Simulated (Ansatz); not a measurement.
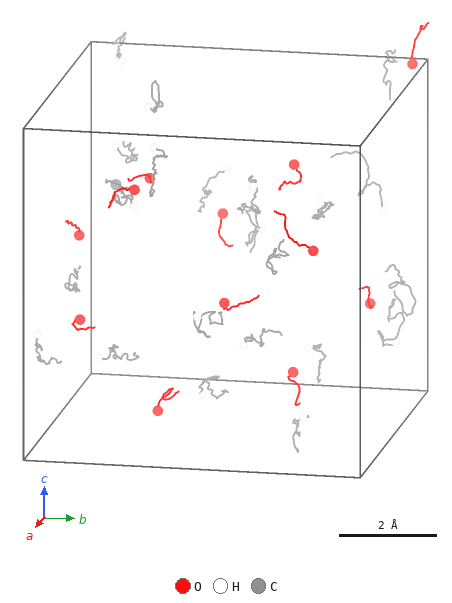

First-principles dynamics of a periodic cell with 10 H2O + 1 HCOOH at 1.035 g/cm³, 200 fs long. It starts from the last geometry of an earlier run, with fresh velocities. Lines trace each atom's path, in the colour of its element; spheres stand at the starting positions. Seen slightly off an axis in the simulation cell.

Theory: Ansatz 0.2.0, DFT PBE-D3(BJ), scalar-relativistic, plane waves, PAW. Set-up: plane-wave cutoff 420 eV; k-point mesh 1 × 1 × 1; Fermi-Dirac smearing 0.05 eV; low-accuracy preset; Nosé-Hoover thermostat (NVT); set temperature 250 K; time step 0.5 fs; H given the mass 2.014 u; thermostat time 50.0 fs.

Q: How do the atoms move?

A: Root-mean-square distances from the starting positions over the second half, with the common drift of all atoms taken out: H 0.70 Å, O 0.64 Å, C 0.30 Å. The heavy atoms stay within a fraction of a molecule's size of their starting places; so short a run doesn't tell a liquid from a solid. Bond changes: 2 H–O bonds form between 54 fs and 170 fs; one H–O bond breaks at about 131 fs. Over the second half the temperature averages 239 K (spread ±26 K). The potential energy in the second half lies on average 17.1 meV per atom below the first frame.

Limits of the set-up: the program's low-accuracy preset was used; masses were changed (H 2.014 u), which shifts the vibrations; the periodic images lie only 7.1 Å apart, so the values are limited by the cell's size.
